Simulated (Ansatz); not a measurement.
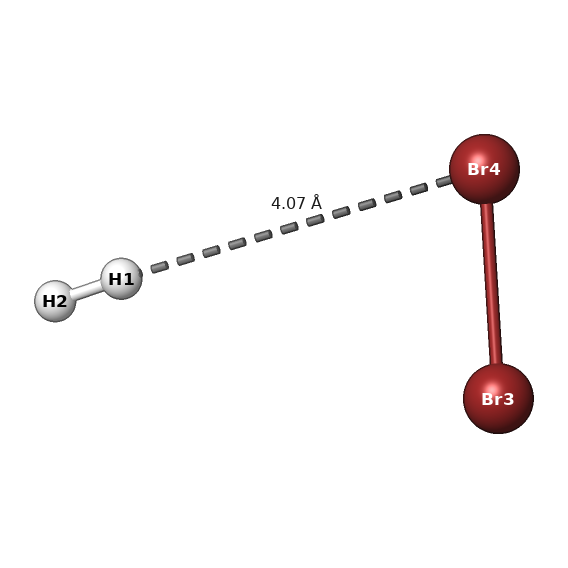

Two molecules or ions; the broken line marks their closest contact (measured against van der Waals radii). Geometry: a pair of rigid molecules at a changed separation. Program: Ansatz 0.2.0.

Which two species are they?

Answer. H2 and Br2 (`BrBr.[H][H]`).

Give the counterpoise-corrected interaction energy (kJ/mol, monomers kept as in the pair) with RHF-CCSD(T) (frozen core)/def2-TZVPPD; r2SCAN-D4/def2-TZVPPD; PBE-D4/def2-TZVPPD; B3LYP-D4/def2-TZVPPD; PBE0-D4/def2-TZVPPD; ωB97M-V/def2-TZVPPD.

| level | interaction energy (kJ/mol) |
| --- | --- |
| RHF-CCSD(T) (frozen core)/def2-TZVPPD | −0.8 |
| r2SCAN-D4/def2-TZVPPD | −0.6 |
| PBE-D4/def2-TZVPPD | −1.3 |
| B3LYP-D4/def2-TZVPPD | −0.5 |
| PBE0-D4/def2-TZVPPD | −1.1 |
| ωB97M-V/def2-TZVPPD | −0.8 |
